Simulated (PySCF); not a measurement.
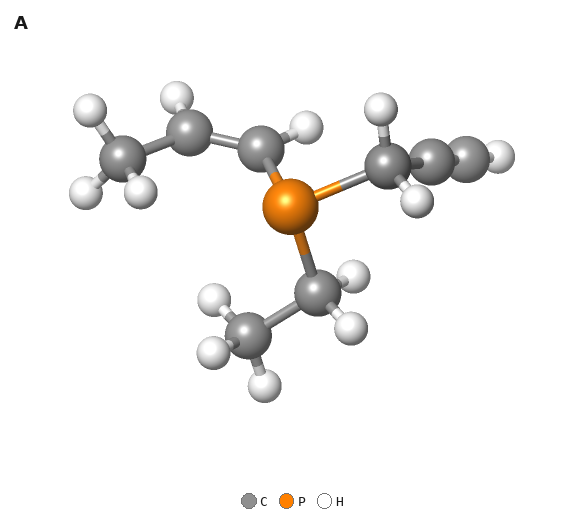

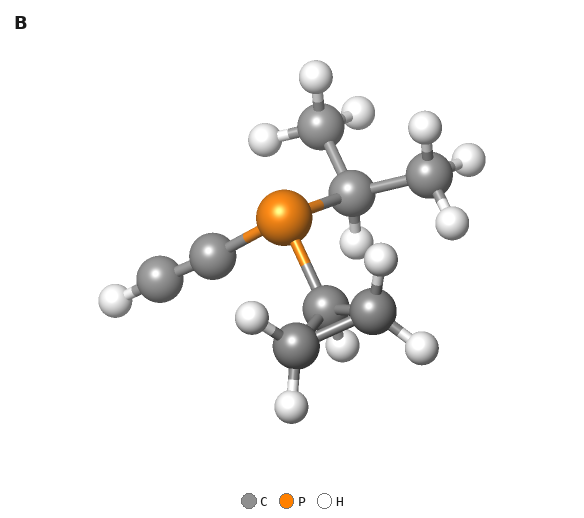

2 stationary structures of one formula. Geometries: GFN2-xTB. Electronic energies: PBE0/pcSseg-1 (PySCF 2.14.0), without zero-point energy. No frequency run is at hand to confirm each as a minimum. Each is one conformer, not always the lowest.

Are they conformers, stereoisomers or constitutional isomers?

They are constitutional isomers of C8H13P: A `C#CCP(/C=C\C)CC`, B `C#CP(C(C)C)C1CC1`.

Which is lowest in energy, and by how much?

A is lowest; B lies 10.9 kJ/mol above it.

The geometry is semi-empirical. Around P such bond lengths and angles can be off by a tenth of an ångström or more and by several degrees, and values that hang on the shape move with them.
